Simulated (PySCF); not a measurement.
**C3H9P, SMILES `CP(C)C`: what the electrons do**

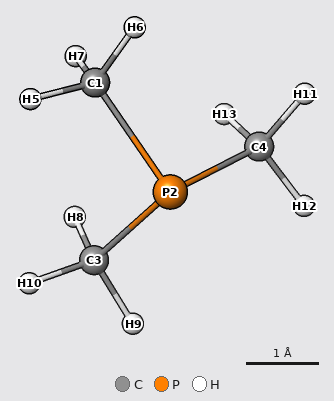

The molecule, with its atoms numbered as below. No frequency check shows the geometry to be a minimum.

Geometry (Å), atoms numbered from 1:

```
C1      -0.6132   -1.4927    0.2892
P2       0.0000    0.0003   -0.6225
C3      -0.9863    1.2770    0.2895
C4       1.5994    0.2152    0.2893
H5      -1.6455   -1.6840    0.0039
H6      -0.0128   -2.3545    0.0044
H7      -0.5550   -1.3514    1.3677
H8      -0.8928    1.1558    1.3681
H9      -0.6354    2.2670    0.0041
H10     -2.0325    1.1883    0.0043
H11      2.2812   -0.5832    0.0042
H12      2.0455    1.1660    0.0045
H13      1.4478    0.1950    1.3679
```

Part 1: Bonding charge

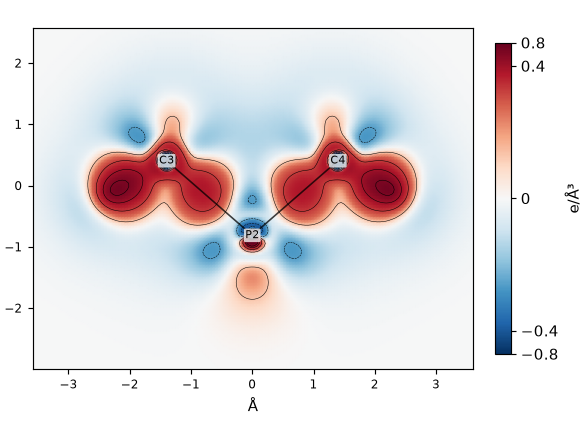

Deformation density (molecule less spherical, spin-averaged free atoms) in the plane of P2, C3 and C4; colour scale in e/Å³, logarithmic beyond ±0.1; red: gain, blue: loss.

Method: BLYP/6-311G**; geometry: GFN2-xTB; program: PySCF.

Describe the bonding that the map shows.

Answer. P2–C3 and P2–C4: +0.18 e/Å³ at the bond critical point (bond length 1.85 Å, Mayer order 0.9). In all, 2.6 electrons gather in the regions of gain relative to the promolecule.

Where do the Hirshfeld charges lie?

Answer. The highest Hirshfeld charge is on P2 (+0.14 e), the lowest on C1, C3 and C4 (−0.15 e).

```tsv
atom	charge (e)
C1	−0.15
P2	+0.14
C3	−0.15
C4	−0.15
H5	+0.04
H6	+0.04
H7	+0.03
H8	+0.03
H9	+0.04
H10	+0.04
H11	+0.04
H12	+0.04
H13	+0.03
```

Part 2: Bond critical points

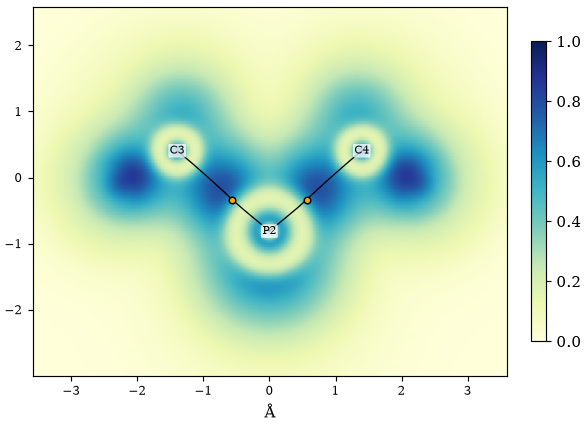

Localised orbital locator (LOL) in the plane of P2, C3 and C4, with bond paths and bond critical points (dots).

Rank the bonds in the plane by LOL at their critical points.

Answer. P2–C3 and P2–C4: about 0.58. Values above 0.5 mark slow, localised electrons, as in shared pairs; low values at a critical point mark a polar or closed-shell contact whose critical point lies between the shells.

Where along P2–C3 does the critical point lie?

Answer. 0.74 Å from P2 and 1.11 Å from C3.

Part 3: Local ionisation energy

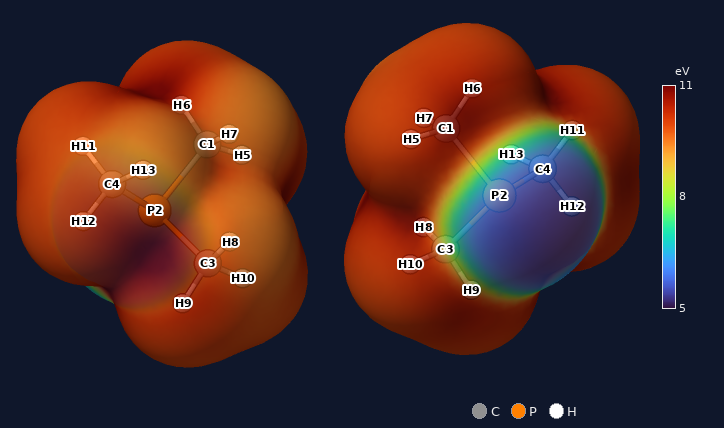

Average local ionisation energy on the surface of electron density 0.001 a.u. (back view left, front view right).

Locate the minima of the map.

Answer. The lowest value is 5.5 eV, 2.4 Å from P2. Further minima include 9.3 eV, 1.4 Å from H7, and at like points elsewhere. For comparison, the highest occupied orbital lies at −5.2 eV.

What volume does the surface enclose, and what is the dipole moment?

Answer. About 127 Å³; the dipole moment is 1.2 D.

Part 4: Excited states

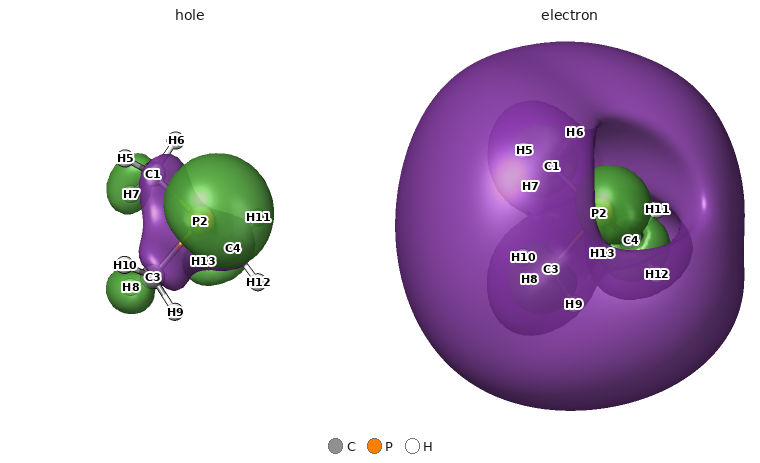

Leading natural transition orbital pair of T₃ (full linear response triplet states); the surfaces enclose about 78 % of each orbital's density.

Method: B3LYP/6-31+G*; geometry: GFN2-xTB; program: PySCF.

Where does the state lie, and where do hole and electron sit?

Answer. 5.34 eV (232 nm), spin-forbidden from the singlet ground state, diffuse (Rydberg-like) orbital; the leading pair carries 100 %; hole on P2 (67 %) and C1, C3 and C4 (7 % each), electron on C1, C3 and C4 (15 % each), P2 (10 %) and H7, H8 and H13 (6 % each) (atom shares of so diffuse an orbital are rough); their centroids lie 1.6 Å apart. In canonical orbitals it is mainly HOMO → LUMO (98 %). The HOMO–LUMO gap is 6.19 eV.

Part 5: In an electric field

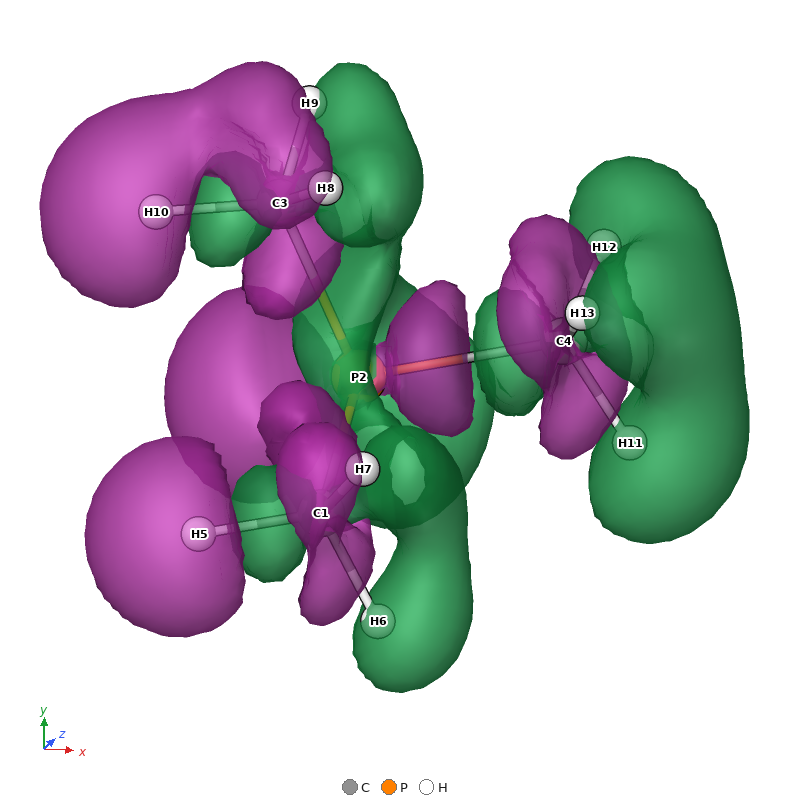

Change of the electron density in a uniform field of 0.26 V/Å, surfaces at ±0.0015 e/Å³ (green: gain, purple: loss).

PySCF calculation, LDA (SVWN)/6-311G**, gas phase; geometry: GFN2-xTB. A basis without diffuse functions makes polarisabilities too small.

The field was applied in both directions; the picture shows the one opposite to the script's first.

Along which Cartesian direction does the field point?

Answer. Along −x: electrons gather on the +x side, against the field.

What dipole is induced, and what polarisability does it imply?

Answer. The induced dipole is 0.82 D (along the field); α along this axis, from the fields in both directions, is 65 bohr³ (9.6 Å³).

Part 6: Removing or adding an electron

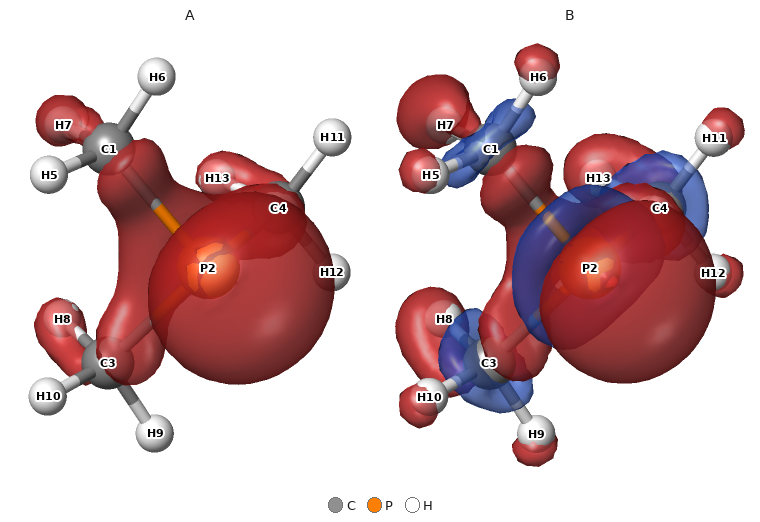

The Fukui function f⁻ from two separate SCF calculations and the density of the HOMO, at ±0.03 e/Å³ (red positive, blue negative).

Method: TPSS/def2-SVPD; geometry: GFN2-xTB; program: PySCF.

Which panel is which, and how good is the frozen-orbital picture?

Answer. B is f⁻ (it has negative regions), A the HOMO density. The HOMO lies on P2 (68 %) and C1, C3 and C4 (7 % each); f⁻ (Hirshfeld-condensed) is largest on P2 (0.41); the vertical ionisation energy is 8.45 eV (the stability of the cation's solution wasn't checked). Relaxation shifts 30 % of the electron between atoms. The orbital energy is −5.43 eV.

Part 7: Localised orbitals

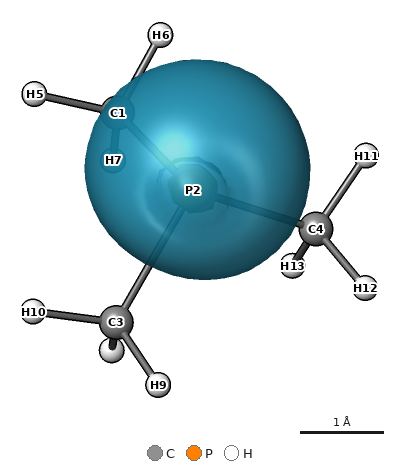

Intrinsic bond orbitals (IBO), occupied; each surface holds about 80 % of the orbital's density. Energies are diagonal elements of the Fock matrix.

PySCF calculation, B3LYP/def2-TZVP, gas phase; geometry: GFN2-xTB.

What does this orbital represent?

Answer. Lone pair on P2 (sp1-type) (P2 98 %; −8.8 eV).

How do all the valence pairs divide up?

Answer. 13 pairs: 12 σ bonds and 1 lone pair.

The PySCF runs shown took 17 s, 3.2 min, 26 s, 2.6 min and 21 s on 1 thread of Intel(R) Xeon(R) Platinum 8488C (Sapphire Rapids), on a shared host.
